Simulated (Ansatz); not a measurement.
**A computed series for Hf: response to strain**

Take Hf in the hcp (Mg type) structure (space group P6_3/mmc, No. 194; a = 3.1174 Å, c = 4.9501 Å; relaxed with 0.1 eV smearing) as the base. Axes: x lies along a and z along c of the hexagonal cell.

Strains are applied to the cell and any free atomic positions relax.

Method: LDA (Ansatz, a quantum-chemistry and plane-wave program; PAW; 420 eV plane waves; without spin-orbit coupling).

Notes on the quantities. energy relative to the base: free energy F.

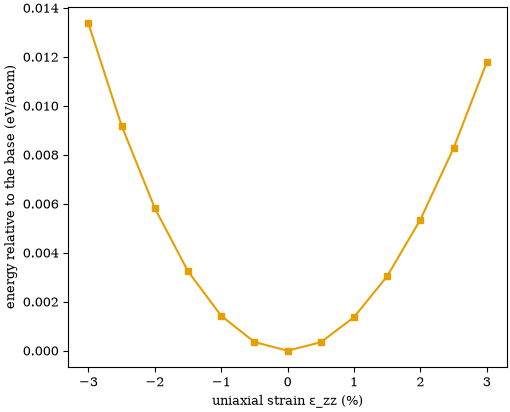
Fig. 1. Energy relative to the base against uniaxial strain ε_zz

```
uniaxial strain ε_zz (%)  energy relative to the base
------------------------  ---------------------------
-3                                       +13 meV/atom
-2.5                                    +9.2 meV/atom
-2                                      +5.8 meV/atom
-1.5                                    +3.2 meV/atom
-1                                      +1.4 meV/atom
-0.5                                    +0.4 meV/atom
0.5                                     +0.3 meV/atom
1                                       +1.4 meV/atom
1.5                                     +3.0 meV/atom
2                                       +5.4 meV/atom
2.5                                     +8.3 meV/atom
3                                        +12 meV/atom
```

Stability against distortions was not tested. All final runs are without spin polarisation.
